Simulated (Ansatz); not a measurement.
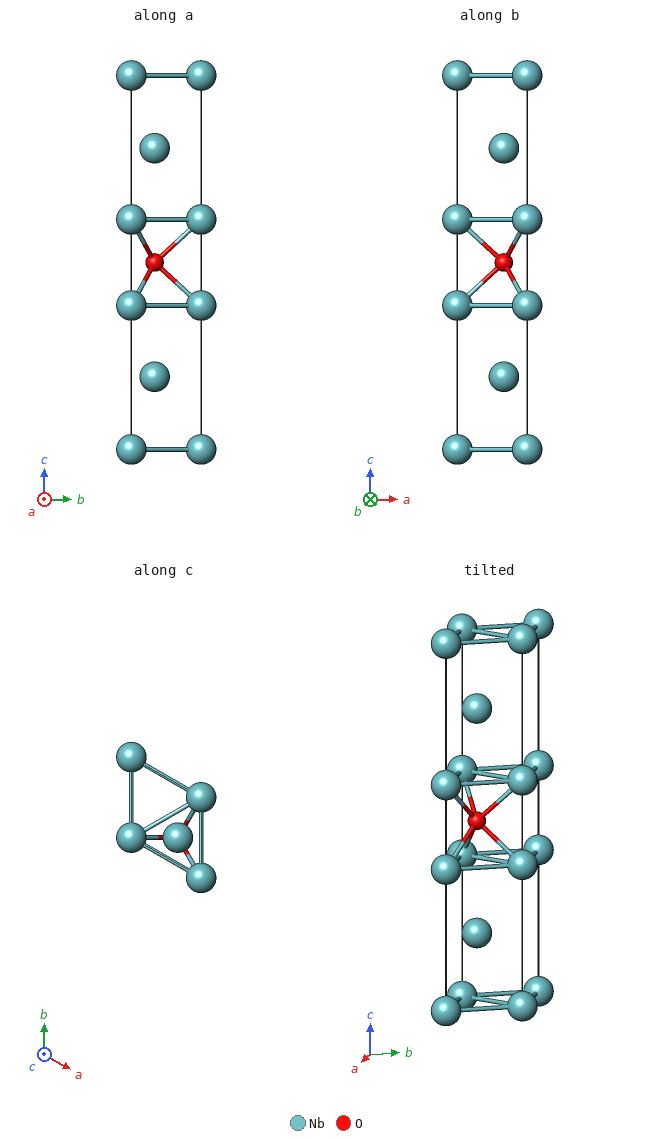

An orthographic ball-and-stick view of the structure, along the a axis, along the b axis, along the c axis and slightly off an axis. One conventional unit cell is framed, with atoms on its boundary repeated.

Lattice parameters: a = 2.895 Å, b = 2.895 Å, c = 13.439 Å, α = 90.00°, β = 90.00°, γ = 120.00°. Put a along x and b in the xy plane.

Question: Express the structure as a POSCAR file, with free fractional coordinates to two decimals.

Answer:
```
Nb O
1.0
     2.895    0.000    0.000
    -1.447    2.507    0.000
     0.000    0.000   13.439
Nb O
5 1
Direct
  0.00 0.00 0.38
  0.6667 0.3333 0.19
  0.00 0.00 0.00
  0.6667 0.3333 0.81
  0.00 0.00 0.62
  0.6667 0.3333 0.50
```

The structure comes from a structure type filled with these elements by a generator (whether the compound takes this form wasn't checked). Earlier steps of the study may have refined or changed the cell and positions. It was run through Ansatz as a DFT input.
